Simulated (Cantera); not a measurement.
Feed: 1 mol SiCl4, 4.2 mol NH3, equilibrated at 13300 Pa.

Equilibrium computed with Cantera from the NASA thermochemical tables; the gas is ideal and each condensed phase is pure. Candidate condensed phases: NH4Cl, Si, Si3N4; 28 gas species. The tables' values for SiCl3, SiCl are old estimates; treat these amounts as uncertain. Gases not in the tables: Si2H6 and higher silanes. Equilibrium is a limit: real reactors are often held back by kinetics, nucleation or transport.

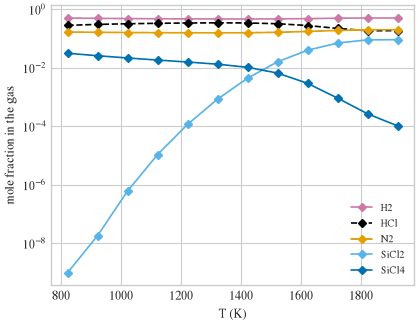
Figure: Equilibrium gas composition (values under 1e-9 drawn at 1e-9)

Q: Read off the mole fractions at 1723 K.

A: H2 about 0.50, HCl about 0.23, N2 about 0.19, SiCl2 about 0.071, SiCl4 about 0.00093.
